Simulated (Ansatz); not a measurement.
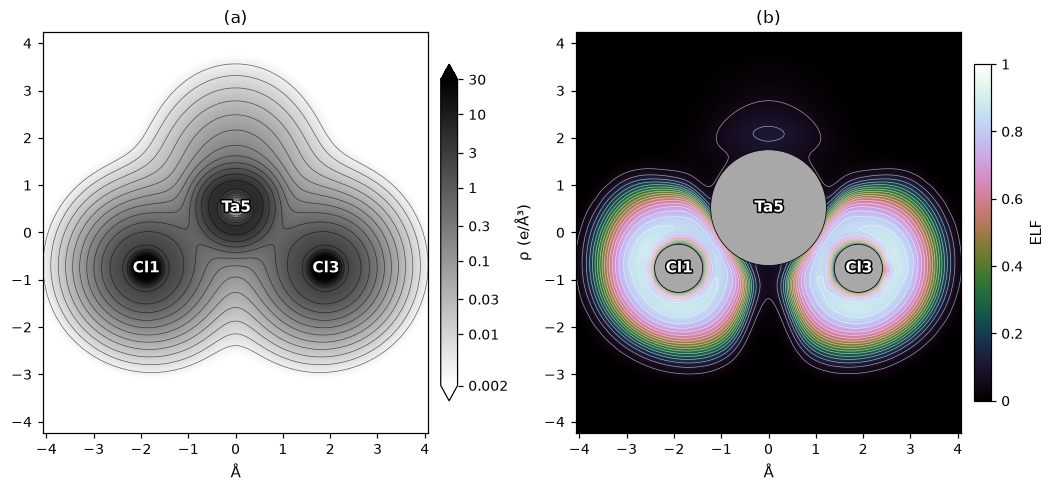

Figure. Cl₃OTa (SMILES [O]=[Ta]([Cl])([Cl])[Cl]). (a) electron density; (b) ELF on the plane of atoms Cl1, Ta5 and Cl3. Grey discs cover the atomic cores in the ELF map.

Geometry: PBE0-D4/def2-SVP; core potentials replace the inner electrons of Ta.

Method: Ansatz 0.2.0, isolated molecule in a Gaussian basis; Kohn-Sham density functional theory, functional PBE0.

Input

```
crystal:
  periodic: [false, false, false]
  atoms:
    - {symbol: Cl, position_ang: [-1.006250, 2.585531, -0.030917]}
    - {symbol: Cl, position_ang: [0.189946, 0.899902, -3.217869]}
    - {symbol: Cl, position_ang: [-0.833825, -1.204091, -0.225510]}
    - {symbol: O, position_ang: [1.674257, 0.820252, -0.355095]}
    - {symbol: Ta, position_ang: [0.075143, 0.777215, -0.932438]}
basis:
  gaussian:
    orbitals: def2-TZVPD
hamiltonian:
  xc: pbe0
output: {forces: true, orbitals: {seedname: orbitals}}
```

Run with:

```sh
ansatz run input.yaml --threads 2 --pin off --max-ram 5220MiB --events-out events.jsonl --progress --plain --runs-dir runs
```

Question: What do the fields say about this system?

Answer: The section cuts through Cl and Ta sites.
Ta–Cl (2.29 Å): ρ at the midpoint is about 0.71 e/Å³; the ELF peaks at about 0.80 in the valence shell of Cl, 0.8 Å from its nucleus, and is about 0.40 at the midpoint.
